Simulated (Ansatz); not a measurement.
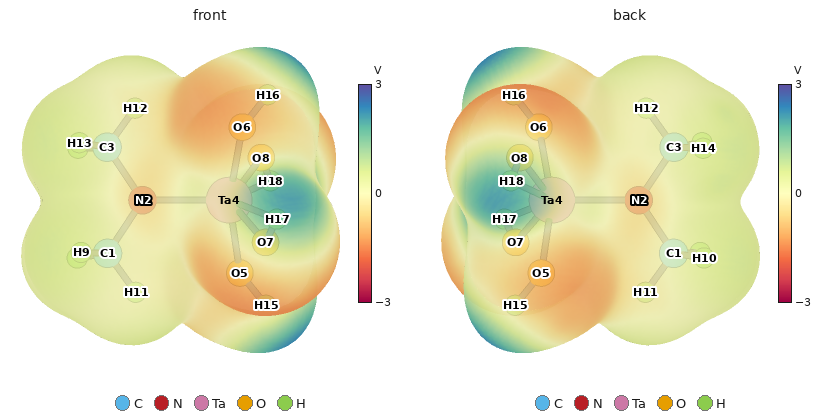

The picture shows: C2H10NO4Ta. The electrostatic potential painted on the density surface at 0.002 e/bohr³, seen from the front and from behind; red is negative and blue positive.

Geometry: PBE0-D4/def2-TZVP; core potentials replace the inner electrons of Ta.

Method: RKS PBE0-D4/def2-TZVPP in Ansatz 0.2.0.

```yaml
atoms:
  - { symbol: C, position_ang: [1.6296, 0.1705, -1.2513] }
  - { symbol: N, position_ang: [0.7836, -0.3389, -0.1948] }
  - { symbol: C, position_ang: [1.3648, -1.4640, 0.5034] }
  - { symbol: Ta, position_ang: [-0.9740, 0.4214, 0.2472] }
  - { symbol: O, position_ang: [-1.5193, 0.8996, -1.5433] }
  - { symbol: O, position_ang: [-0.9120, 0.1511, 2.1594] }
  - { symbol: O, position_ang: [-0.9327, 2.3429, 0.5557] }
  - { symbol: O, position_ang: [-2.4028, -0.9003, 0.2900] }
  - { symbol: H, position_ang: [2.5869, 0.5268, -0.8490] }
  - { symbol: H, position_ang: [1.8441, -0.6128, -1.9903] }
  - { symbol: H, position_ang: [1.1457, 0.9977, -1.7708] }
  - { symbol: H, position_ang: [0.7107, -1.8013, 1.3075] }
  - { symbol: H, position_ang: [2.3312, -1.1902, 0.9471] }
  - { symbol: H, position_ang: [1.5336, -2.3051, -0.1816] }
  - { symbol: H, position_ang: [-1.9043, 1.7120, -1.8700] }
  - { symbol: H, position_ang: [-1.5742, -0.2172, 2.7431] }
  - { symbol: H, position_ang: [-0.8399, 2.6258, 1.4680] }
  - { symbol: H, position_ang: [-2.9087, -1.0066, -0.5185] }
```

### Which sites attract a positive test charge, and which a negative one?

A positive charge is drawn to the negative regions and a negative charge to the positive ones. The most negative region (about −1.4 V) lies over O7 and O8, the most positive (about +2.2 V) over H15 and H16.
